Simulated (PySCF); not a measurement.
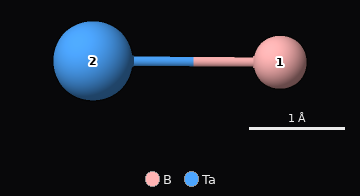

**Figure 1.** The structure as given in the input (ball-and-stick view, seen on its broad side; atoms are numbered from 1 in the order of the input). Sticks mark near contacts.

# Single-point calculation of TaB

System: TaB, multiplicity 5, SMILES [B][Ta].
Method: UKS PBE0-D4/def2-SVP (PySCF 2.14.0).

The geometry comes from this level: PBE0-D4/def2-TZVPP.

## What the program printed
```
WARN: HOMO -0.454900982224387 >= LUMO -0.50016568127229
WARN: HOMO 0.0738806237521947 >= LUMO -0.199929294462526
converged SCF energy = -81.5162882474291  <S^2> = 6.0395684  2S+1 = 5.0158024
<class 'pyscf.dft.uks.UKS'> wavefunction is stable in the internal stability analysis
Total energy: -81.51628825 Eh
Dipole moment(X, Y, Z, Debye):  0.00015, -0.00001,  3.70188
```

The run was set up as follows.

## Input
```python
import json, numpy as np
from pyscf import gto, scf, dft, mp, cc, lib
mol = gto.M(atom="""
B     -0.000048     0.000004     0.058860
Ta     0.000031     0.000001     2.035300
""", basis='def2-SVP', ecp={'Ta': 'def2-SVP'}, charge=0, spin=4, verbose=3, max_memory=4000)
def mean_field(mol):
    mf = dft.UKS(mol, xc='pbe0')
    mf.grids.level = 3
    mf.disp = "d4"
    mf.conv_tol = 1e-9; mf.chkfile = None; mf.max_cycle = 100
    return mf
last = {}
def solved(mol):
    mf = mean_field(mol); mf.kernel(last.get('dm'))
    if not mf.converged: mf = mf.newton().run(mf.mo_coeff, mf.mo_occ).undo_soscf()
    for _ in range(2 if mol.verbose or not last else 0):   # follow an internal instability downhill
        mo, _, stable, _ = mf.stability(return_status=True)
        if stable: break
        mf.kernel(mf.make_rdm1(mo, mf.mo_occ))
        if not mf.converged: mf = mf.newton().run(mf.mo_coeff, mf.mo_occ).undo_soscf()
    assert mf.converged
    last['dm'] = mf.make_rdm1()
    return mf
out = {}
def energy(mol, gradient=False):
    mf = out['mf'] = solved(mol)
    e = mf.e_tot
    out.update(e=e, ref=mf.e_tot)
    if not gradient: return e
    return e, mf.nuc_grad_method().kernel()
print('Total energy: %.8f Eh' % energy(mol))
mf = out.pop('mf')
out['s2'] = mf.spin_square()[0]
out['dipole'] = mf.dip_moment(unit='Debye').tolist()
out['x'] = mol.atom_coords(unit='angstrom').tolist()
json.dump(out, open('result.json', 'w'))
```

Launched with:
```bash
OMP_NUM_THREADS=2 python input.py
```

## Key numbers

```tsv
quantity	value
outcome	converged
total energy	−2218.1712 eV
⟨S²⟩	6.040
SCF solution under orbital rotations	stable
hardware	2 threads of AMD EPYC (Zen 3), 189 GiB of memory available, shared host
wall time	10 s (CPU time 19 s)
peak memory	1.3 GiB
```
